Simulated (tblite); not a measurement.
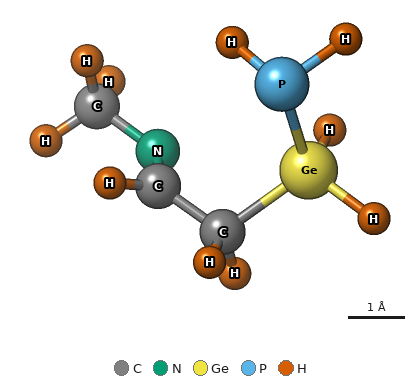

Fig. 1: The input geometry (ball-and-stick view, seen at a tilt). Sticks mark near contacts. Bond lengths as drawn: C–C 1.48 Å, C–Ge 1.94 Å, C–H 1.09 to 1.12 Å, C–N 1.30 to 1.43 Å, Ge–H 1.55 to 1.56 Å, Ge–P 2.28 Å and H–P 1.45 to 1.46 Å.

**Geometry relaxation, with input and output: C3H10GeNP (part 1 of 3)**

System: C3H10GeNP.
Method: GFN2-xTB geometry optimisation, gas phase (tblite 0.8.0).

It belongs to a series of runs on one base structure; here: H on C replaced by CH=NMe.

## Input
```
{"job": {"kind": "relax", "xc": "GFN2-xTB", "basis": "xTB"}, "charge": 0, "multiplicity": 1}
C     -2.070000     1.475700    -0.972100
N     -1.253500     0.305000    -0.922600
C     -1.018400    -0.324400     0.195600
C     -0.163800    -1.533900     0.201900
Ge     1.674800    -1.075900    -0.227200
P      2.433700     0.494400     1.237700
H     -1.647100     2.283500    -0.337600
H     -2.119100     1.844600    -2.014700
H     -3.102600     1.235200    -0.626500
H     -1.480400     0.023100     1.125500
H     -0.181700    -1.994100     1.222900
H     -0.548100    -2.289400    -0.517400
H      2.561100    -2.338800    -0.144100
H      1.729300    -0.495200    -1.673900
H      1.593000     1.556200     0.700900
H      3.585100     0.843100     0.434500
```

The first line tells a small driver script what to run in tblite; the rest is the geometry in Å.

Machine: 1 CPU thread, shared host.

Launch command:
```bash
OMP_NUM_THREADS=1 python <driver script> task.json out
```

## The program's output
```
step      E/eV     max force
  0    -512.82178    2.883
  1    -512.95174    2.640
  2    -513.03206    0.494
  3    -513.05449    0.273
  4    -513.06689    0.351
  5    -513.07798    0.319
  6    -513.08641    0.188
  7    -513.09013    0.168
  8    -513.09238    0.118
  9    -513.09389    0.114
 10    -513.09498    0.076
 11    -513.09587    0.085
 12    -513.09690    0.086
 13    -513.09811    0.082
 14    -513.09910    0.066
 15    -513.09964    0.055
 16    -513.09999    0.050
 17    -513.10041    0.057
 18    -513.10099    0.069
 19    -513.10163    0.064
 20    -513.10219    0.058
 21    -513.10270    0.056
 22    -513.10327    0.074
 23    -513.10401    0.089
 24    -513.10487    0.090
 25    -513.10582    0.074
 26    -513.10705    0.086
 27    -513.10904    0.155
 28    -513.11280    0.284
 29    -513.11819    0.496
 30    -513.12537    0.276
 31    -513.13252    0.466
 32    -513.14694    0.443
 33    -513.15901    0.344
 34    -513.18730    1.284
 35    -513.19249    0.535
 36    -513.21310    0.299
 37    -513.22387    0.605
 38    -513.23501    0.423
 39    -513.25513    0.268
 40    -513.26536    0.279
 41    -513.27428    0.166
 42    -513.27889    0.415
 43    -513.28534    0.232
 44    -513.29210    0.182
 45    -513.29646    0.166
 46    -513.30102    0.148
 47    -513.30471    0.140
 48    -513.30890    0.167
 49    -513.31251    0.127
 50    -513.31501    0.126
 51    -513.31684    0.116
 52    -513.31870    0.105
 53    -513.32109    0.091
 54    -513.32388    0.128
 55    -513.32623    0.117
 56    -513.32778    0.119
 57    -513.32887    0.092
 58    -513.32983    0.080
 59    -513.33107    0.090
 60    -513.33217    0.102
 61    -513.33298    0.086
 62    -513.33346    0.055
 63    -513.33384    0.045
 64    -513.33428    0.049
 65    -513.33472    0.056
 66    -513.33507    0.075
 67    -513.33535    0.071
 68    -513.33563    0.057
 69    -513.33594    0.065
 70    -513.33625    0.056
 71    -513.33649    0.052
 72    -513.33669    0.054
 73    -513.33688    0.049
 74    -513.33708    0.054
 75    -513.33726    0.041
 76    -513.33741    0.029
 77    -513.33755    0.031
 78    -513.33771    0.044
 79    -513.33790    0.042
 80    -513.33806    0.029
 81    -513.33819    0.030
 82    -513.33831    0.037
 83    -513.33846    0.052
 84    -513.33866    0.053
 85    -513.33889    0.038
 86    -513.33911    0.034
 87    -513.33930    0.036
 88    -513.33944    0.037
 89    -513.33958    0.026
 90    -513.33974    0.030
 91    -513.33996    0.040
 92    -513.34026    0.060
 93    -513.34058    0.059
 94    -513.34079    0.034
 95    -513.34089    0.023
 96    -513.34095    0.022
 97    -513.34102    0.026
 98    -513.34112    0.029
 99    -513.34122    0.027
100    -513.34133    0.037
101    -513.34145    0.039
102    -513.34160    0.035
103    -513.34175    0.033
104    -513.34185    0.022
105    -513.34191    0.015
106    -513.34195    0.020
107    -513.34201    0.028
108    -513.34208    0.026
109    -513.34214    0.019
110    -513.34219    0.020
111    -513.34223    0.018
112    -513.34229    0.022
113    -513.34235    0.027
114    -513.34240    0.021
115    -513.34244    0.017
116    -513.34247    0.017
117    -513.34252    0.025
118    -513.34261    0.036
119    -513.34271    0.037
120    -513.34279    0.023
121    -513.34283    0.014
122    -513.34285    0.013
123    -513.34287    0.016
124    -513.34291    0.019
125    -513.34296    0.016
126    -513.34299    0.014
127    -513.34302    0.010
128    -513.34304    0.014
129    -513.34307    0.015
130    -513.34311    0.018
131    -513.34315    0.020
132    -513.34319    0.014
133    -513.34321    0.016
134    -513.34324    0.017
135    -513.34328    0.016
136    -513.34330    0.012
137    -513.34333    0.016
138    -513.34335    0.016
139    -513.34337    0.018
140    -513.34340    0.017
141    -513.34343    0.014
142    -513.34347    0.018
143    -513.34352    0.021
144    -513.34359    0.034
145    -513.34366    0.031
146    -513.34372    0.020
147    -513.34375    0.014
148    -513.34377    0.013
149    -513.34379    0.016
150    -513.34385    0.028
151    -513.34393    0.037
152    -513.34405    0.039
153    -513.34416    0.036
154    -513.34423    0.027
155    -513.34427    0.025
156    -513.34429    0.015
157    -513.34431    0.015
158    -513.34432    0.011
159    -513.34432    0.009
```

## Trajectory as extended XYZ (Å, eV, eV/Å), 30 of the 160 frames kept, from step=0 to step=159
```
16
Properties=species:S:1:pos:R:3:forces:R:3 step=0 energy=-512.82178
C    -2.0700    1.4757   -0.9721   -0.3920   0.2680   0.2380
N    -1.2535    0.3050   -0.9226    1.0190  -1.5460   1.8170
C    -1.0184   -0.3244    0.1956   -0.8210   1.3130  -2.4320
C    -0.1638   -1.5339    0.2019   -1.0450  -0.7810   0.7170
Ge    1.6748   -1.0759   -0.2272    0.7670   0.3960  -0.9930
P     2.4337    0.4944    1.2377    0.2660   1.0890  -0.2850
H    -1.6471    2.2835   -0.3376   -0.3310  -0.3170  -0.2170
H    -2.1191    1.8446   -2.0147    0.0720  -0.3020   0.5020
H    -3.1026    1.2352   -0.6265    0.5230   0.3230  -0.1480
H    -1.4804    0.0231    1.1255    0.1630  -0.0700   0.1520
H    -0.1817   -1.9941    1.2229   -0.0640   0.2560  -0.7250
H    -0.5481   -2.2894   -0.5174    0.2280   0.5190   0.3950
H     2.5611   -2.3388   -0.1441   -0.2340   0.2530  -0.1130
H     1.7293   -0.4952   -1.6739   -0.0100  -0.4400   0.4450
H     1.5930    1.5562    0.7009    0.6520  -0.7970   0.2300
H     3.5851    0.8431    0.4345   -0.7900  -0.1660   0.4170
16
Properties=species:S:1:pos:R:3:forces:R:3 step=5 energy=-513.07798
C    -2.0608    1.4618   -0.9620   -0.0560   0.0750   0.0080
N    -1.2261    0.2908   -0.9203    0.0330  -0.1000   0.0800
C    -1.0467   -0.3225    0.1670    0.0680   0.0440  -0.0380
C    -0.1941   -1.5284    0.2147    0.0880  -0.1480   0.0440
Ge    1.6915   -1.0458   -0.2575   -0.1120   0.0930   0.1890
P     2.4474    0.5328    1.2435   -0.0170  -0.2350   0.2150
H    -1.6662    2.2689   -0.3402    0.0470  -0.0060   0.0820
H    -2.1099    1.8183   -1.9879    0.0610  -0.0430  -0.1060
H    -3.0806    1.2517   -0.6272    0.0230  -0.0640   0.0550
H    -1.4670    0.0186    1.1254   -0.0630   0.0230  -0.0140
H    -0.1987   -1.9869    1.2055   -0.0800   0.0680  -0.0400
H    -0.5435   -2.2686   -0.5045    0.0250   0.0630  -0.0250
H     2.5411   -2.3109   -0.1605   -0.0830   0.1210  -0.0900
H     1.7309   -0.5317   -1.6652    0.0110  -0.1020  -0.1680
H     1.6389    1.5134    0.7007    0.0110   0.0860  -0.1180
H     3.5362    0.8476    0.4514    0.0440   0.1250  -0.0730
16
Properties=species:S:1:pos:R:3:forces:R:3 step=11 energy=-513.09587
C    -2.0565    1.4610   -0.9606    0.0370  -0.0400   0.0090
N    -1.2210    0.2877   -0.9171    0.0660  -0.0190   0.0050
C    -1.0401   -0.3212    0.1709   -0.0810  -0.0120  -0.0240
C    -0.1947   -1.5325    0.2204    0.0030   0.0390   0.0110
Ge    1.6776   -1.0238   -0.2509   -0.0150  -0.0050  -0.0040
P     2.4508    0.5274    1.2614   -0.0080  -0.0090  -0.0150
H    -1.6583    2.2616   -0.3294    0.0010  -0.0090  -0.0230
H    -2.0955    1.8050   -1.9942    0.0000   0.0040   0.0500
H    -3.0720    1.2393   -0.6184    0.0220   0.0050  -0.0190
H    -1.4774    0.0209    1.1213   -0.0110   0.0080   0.0240
H    -0.2194   -1.9841    1.2110   -0.0190  -0.0270  -0.0190
H    -0.5366   -2.2597   -0.5144    0.0130   0.0250   0.0200
H     2.5213   -2.2836   -0.1828    0.0090  -0.0160  -0.0140
H     1.7291   -0.5656   -1.6849   -0.0380  -0.0220  -0.0320
H     1.6563    1.5107    0.6938   -0.0310   0.0620   0.0180
H     3.5288    0.8660    0.4567    0.0540   0.0190   0.0140
16
Properties=species:S:1:pos:R:3:forces:R:3 step=16 energy=-513.09999
C    -2.0461    1.4547   -0.9594    0.0130   0.0120  -0.0080
N    -1.2066    0.2858   -0.9140   -0.0070   0.0080   0.0090
C    -1.0491   -0.3248    0.1763    0.0270   0.0020   0.0060
C    -0.1987   -1.5299    0.2285    0.0180  -0.0060  -0.0020
Ge    1.6698   -1.0183   -0.2567    0.0190   0.0000  -0.0240
P     2.4497    0.5325    1.2541   -0.0010   0.0250  -0.0040
H    -1.6486    2.2560   -0.3302   -0.0040   0.0120   0.0130
H    -2.0881    1.8041   -1.9893    0.0100  -0.0030  -0.0210
H    -3.0611    1.2291   -0.6195    0.0130   0.0130   0.0030
H    -1.4929    0.0229    1.1229   -0.0270  -0.0350  -0.0210
H    -0.2325   -1.9934    1.2120    0.0170  -0.0210   0.0180
H    -0.5288   -2.2507   -0.5164   -0.0270  -0.0160   0.0020
H     2.5159   -2.2791   -0.1958    0.0010  -0.0050   0.0150
H     1.7119   -0.5871   -1.7015   -0.0500   0.0050   0.0020
H     1.6539    1.5293    0.7034    0.0350   0.0010   0.0050
H     3.5438    0.8778    0.4686   -0.0350   0.0080   0.0080
16
Properties=species:S:1:pos:R:3:forces:R:3 step=22 energy=-513.10327
C    -2.0307    1.4552   -0.9600   -0.0070   0.0120   0.0120
N    -1.1859    0.2907   -0.9074    0.0400   0.0150   0.0280
C    -1.0478   -0.3296    0.1804   -0.0160  -0.0530   0.0170
C    -0.1952   -1.5348    0.2351   -0.0170  -0.0290  -0.0040
Ge    1.6679   -1.0140   -0.2683   -0.0520   0.0080   0.0460
P     2.4451    0.5406    1.2498   -0.0150  -0.0370  -0.0020
H    -1.6412    2.2589   -0.3286    0.0210   0.0180  -0.0160
H    -2.0715    1.8005   -1.9915    0.0190   0.0060  -0.0050
H    -3.0457    1.2299   -0.6206   -0.0060  -0.0090  -0.0030
H    -1.5242   -0.0001    1.1170   -0.0110  -0.0240  -0.0050
H    -0.2296   -2.0090    1.2162    0.0170   0.0580  -0.0420
H    -0.5355   -2.2510   -0.5122    0.0210  -0.0040   0.0280
H     2.5138   -2.2764   -0.1977    0.0090   0.0300  -0.0050
H     1.6630   -0.6008   -1.7175    0.0020   0.0170   0.0000
H     1.6674    1.5536    0.7097   -0.0270   0.0010  -0.0230
H     3.5425    0.8952    0.4784    0.0220  -0.0090  -0.0260
16
Properties=species:S:1:pos:R:3:forces:R:3 step=27 energy=-513.10904
C    -2.0009    1.4616   -0.9545    0.0720  -0.0030  -0.0140
N    -1.1308    0.3154   -0.8774   -0.0430  -0.0370   0.0250
C    -1.0601   -0.3536    0.1887   -0.0410   0.0880  -0.0520
C    -0.1982   -1.5497    0.2387    0.0180   0.0530   0.0290
Ge    1.6404   -1.0018   -0.2774    0.0900   0.0340  -0.1000
P     2.4317    0.5467    1.2355    0.0130   0.0700  -0.0080
H    -1.6170    2.2790   -0.3385   -0.0260   0.0230   0.0160
H    -2.0275    1.7934   -1.9922   -0.0150  -0.0180   0.0190
H    -3.0195    1.2289   -0.6241    0.0880   0.0180   0.0080
H    -1.5919   -0.0667    1.1073   -0.0900  -0.0440   0.0000
H    -0.2095   -2.0079    1.2211   -0.0520  -0.0770   0.1240
H    -0.5394   -2.2740   -0.4968   -0.0100  -0.0560   0.0020
H     2.5156   -2.2458   -0.2017   -0.0080   0.0340  -0.0310
H     1.5818   -0.6080   -1.7304    0.0720   0.0300   0.0070
H     1.6766    1.5830    0.7054   -0.0420  -0.0390  -0.0100
H     3.5409    0.9086    0.4792   -0.0260  -0.0750  -0.0140
16
Properties=species:S:1:pos:R:3:forces:R:3 step=33 energy=-513.15901
C    -1.8586    1.4898   -0.9317   -0.1770   0.0150   0.0750
N    -0.9699    0.3833   -0.7325    0.1130   0.1130   0.0140
C    -1.1331   -0.4271    0.2153    0.1180  -0.2900   0.1290
C    -0.2084   -1.5825    0.2873    0.0510  -0.1300   0.1140
Ge    1.5709   -0.9221   -0.3366   -0.2130  -0.1000   0.1710
P     2.3853    0.5926    1.1901   -0.0890  -0.0160  -0.0470
H    -1.5417    2.3685   -0.3660    0.1380  -0.0380   0.0040
H    -1.8746    1.7525   -1.9877    0.1140  -0.0360  -0.0490
H    -2.8717    1.2386   -0.6207   -0.2480   0.0520   0.1110
H    -1.8864   -0.3346    1.0188   -0.0720   0.0690  -0.3290
H    -0.1869   -2.0144    1.2924    0.0140   0.0770  -0.1320
H    -0.5377   -2.3727   -0.4012    0.0080   0.2250   0.1840
H     2.5221   -2.0947   -0.2602    0.0840  -0.1540  -0.0880
H     1.4067   -0.5917   -1.7854    0.1570   0.0980  -0.1030
H     1.6563    1.6409    0.6569    0.0480   0.0700  -0.0160
H     3.5201    0.8828    0.4440   -0.0450   0.0450  -0.0380
16
Properties=species:S:1:pos:R:3:forces:R:3 step=38 energy=-513.23501
C    -1.8074    1.5041   -0.8991    0.0390  -0.0290   0.0830
N    -0.8973    0.4262   -0.6223   -0.1280  -0.1650   0.3550
C    -1.1636   -0.4758    0.2231   -0.1340   0.1520  -0.1370
C    -0.2045   -1.5977    0.3422   -0.1040   0.0300  -0.0510
Ge    1.5291   -0.9000   -0.3505    0.0220  -0.0780   0.0160
P     2.3437    0.6171    1.1633   -0.0380  -0.0610  -0.0440
H    -1.4853    2.4146   -0.3836    0.0820  -0.1120  -0.0220
H    -1.7785    1.7077   -1.9733   -0.0230  -0.0800   0.1270
H    -2.8335    1.2805   -0.5864   -0.0140   0.0070  -0.0080
H    -2.0729   -0.4864    0.8637    0.2250   0.0400  -0.3560
H    -0.1723   -2.0060    1.3537    0.0990   0.1560  -0.0140
H    -0.5438   -2.4126   -0.2982   -0.0570  -0.0110  -0.0340
H     2.5470   -2.0365   -0.3203   -0.0670  -0.0820  -0.0580
H     1.4307   -0.5112   -1.8107    0.0320  -0.0500   0.1520
H     1.6293    1.6539    0.5977    0.0690   0.1310  -0.0250
H     3.4716    0.8308    0.3836   -0.0050   0.1500   0.0160
16
Properties=species:S:1:pos:R:3:forces:R:3 step=44 energy=-513.29210
C    -1.7566    1.5079   -0.8553   -0.0160   0.0130   0.0200
N    -0.8559    0.4520   -0.5181    0.0320  -0.0360  -0.0030
C    -1.1989   -0.5122    0.2120    0.0660  -0.0460  -0.1180
C    -0.2219   -1.6113    0.3545    0.0690  -0.0020  -0.0440
Ge    1.5037   -0.9047   -0.3547   -0.0330   0.0270  -0.0150
P     2.3092    0.6418    1.1340    0.1070   0.1400  -0.0460
H    -1.4162    2.4292   -0.3841    0.0150   0.0650   0.0020
H    -1.7198    1.6451   -1.9358    0.0340   0.0360  -0.0230
H    -2.7895    1.3054   -0.5591   -0.0950   0.0030   0.1150
H    -2.1847   -0.5946    0.6907   -0.0080  -0.0100  -0.0590
H    -0.1279   -1.9532    1.3842   -0.0650  -0.0040   0.0240
H    -0.5779   -2.4526   -0.2419    0.0190  -0.0650   0.0750
H     2.5275   -2.0385   -0.3740   -0.0790  -0.0360   0.0340
H     1.4023   -0.4988   -1.7990   -0.0040  -0.0220  -0.0300
H     1.6540    1.7181    0.5615   -0.0560  -0.0510   0.0020
H     3.4451    0.8754    0.3678    0.0130  -0.0130   0.0660
16
Properties=species:S:1:pos:R:3:forces:R:3 step=49 energy=-513.31251
C    -1.7293    1.5196   -0.8170    0.0020  -0.0050   0.0050
N    -0.8331    0.4654   -0.4597    0.0260   0.0750  -0.0590
C    -1.2167   -0.5512    0.1690    0.0210  -0.0240   0.0280
C    -0.2256   -1.6277    0.3590    0.0010  -0.0040   0.0110
Ge    1.4890   -0.8897   -0.3542    0.0230  -0.0080   0.0400
P     2.3104    0.6894    1.1167   -0.0740  -0.1020  -0.0120
H    -1.3735    2.4568   -0.3852   -0.0200  -0.0360   0.0160
H    -1.6811    1.6156   -1.9036   -0.0930   0.0630   0.0260
H    -2.7656    1.3319   -0.5021    0.0720   0.0460  -0.0120
H    -2.2429   -0.6781    0.5387   -0.0260  -0.0320  -0.0220
H    -0.1256   -1.9082    1.4092   -0.0550   0.0380  -0.0150
H    -0.5835   -2.5135   -0.1687    0.1180  -0.0290  -0.0020
H     2.4838   -2.0512   -0.3961   -0.0070   0.0170   0.0690
H     1.3996   -0.4871   -1.8037   -0.0480  -0.0180  -0.0070
H     1.6352    1.7405    0.5219    0.0170  -0.0260  -0.0330
H     3.4512    0.8964    0.3588    0.0440   0.0460  -0.0330
16
Properties=species:S:1:pos:R:3:forces:R:3 step=55 energy=-513.32623
C    -1.7264    1.5302   -0.8040   -0.0430   0.0320  -0.0010
N    -0.8264    0.4702   -0.4729   -0.0090   0.0070  -0.0090
C    -1.2122   -0.5613    0.1326   -0.0790  -0.0390  -0.0660
C    -0.2177   -1.6271    0.3567   -0.0110   0.0010   0.0130
Ge    1.4900   -0.8960   -0.3504    0.1160   0.0130  -0.0130
P     2.3132    0.6854    1.1021    0.0030  -0.0010   0.0510
H    -1.3637    2.4606   -0.3661    0.0470  -0.0070   0.0060
H    -1.7223    1.6473   -1.8889    0.0200   0.0240   0.0040
H    -2.7547    1.3526   -0.4687   -0.0250  -0.0450   0.0480
H    -2.2459   -0.7051    0.4744   -0.0340  -0.0010  -0.0070
H    -0.1576   -1.8747    1.4173    0.0330   0.0270   0.0250
H    -0.5203   -2.5447   -0.1503   -0.0460   0.0500  -0.0240
H     2.4667   -2.0672   -0.3541    0.0480  -0.0030  -0.0040
H     1.3744   -0.5082   -1.8037    0.0060  -0.0620   0.0300
H     1.6329    1.7230    0.4969   -0.0220   0.0300  -0.0210
H     3.4624    0.9238    0.3620   -0.0060  -0.0250  -0.0340
16
Properties=species:S:1:pos:R:3:forces:R:3 step=60 energy=-513.33217
C    -1.7311    1.5402   -0.7885    0.0170  -0.0260   0.0070
N    -0.8325    0.4740   -0.4696    0.0420   0.0650  -0.0670
C    -1.2250   -0.5754    0.0971    0.0360  -0.0090   0.0670
C    -0.2171   -1.6231    0.3556    0.0200   0.0290  -0.0380
Ge    1.5091   -0.9037   -0.3382   -0.0770  -0.0320  -0.0030
P     2.3132    0.6949    1.1014    0.0400   0.0530  -0.0220
H    -1.3438    2.4629   -0.3544   -0.0220  -0.0120   0.0120
H    -1.7388    1.6612   -1.8733   -0.0150   0.0160   0.0150
H    -2.7535    1.3621   -0.4331   -0.0060   0.0160   0.0030
H    -2.2664   -0.7335    0.4075   -0.0330  -0.0340  -0.0080
H    -0.1583   -1.8347    1.4251   -0.0160   0.0010  -0.0180
H    -0.5087   -2.5532   -0.1319   -0.0260  -0.0160   0.0010
H     2.4757   -2.0832   -0.3420    0.0410   0.0160   0.0120
H     1.3874   -0.5204   -1.7909    0.0180  -0.0460   0.0070
H     1.6248    1.7160    0.4716   -0.0060  -0.0040   0.0160
H     3.4573    0.9250    0.3465   -0.0140  -0.0180   0.0150
16
Properties=species:S:1:pos:R:3:forces:R:3 step=66 energy=-513.33507
C    -1.7392    1.5428   -0.7868    0.0020   0.0080   0.0040
N    -0.8337    0.4769   -0.4899    0.0010  -0.0290   0.0650
C    -1.2194   -0.5692    0.0904    0.0000   0.0150  -0.0730
C    -0.2153   -1.6194    0.3487   -0.0160  -0.0170   0.0090
Ge    1.5157   -0.9124   -0.3318    0.0090   0.0090   0.0210
P     2.3193    0.7003    1.1005   -0.0230  -0.0220  -0.0250
H    -1.3495    2.4581   -0.3399   -0.0110   0.0180  -0.0020
H    -1.7601    1.6819   -1.8686   -0.0060   0.0140   0.0020
H    -2.7582    1.3625   -0.4214    0.0070  -0.0150  -0.0050
H    -2.2622   -0.7349    0.3971    0.0060   0.0110   0.0180
H    -0.1678   -1.8286    1.4190    0.0040  -0.0160  -0.0020
H    -0.5130   -2.5491   -0.1376   -0.0060   0.0020   0.0040
H     2.4964   -2.0820   -0.3230    0.0010   0.0130   0.0270
H     1.3967   -0.5559   -1.7886    0.0190  -0.0070  -0.0290
H     1.6214    1.7155    0.4721    0.0170   0.0040  -0.0020
H     3.4612    0.9224    0.3428   -0.0030   0.0120  -0.0120
```
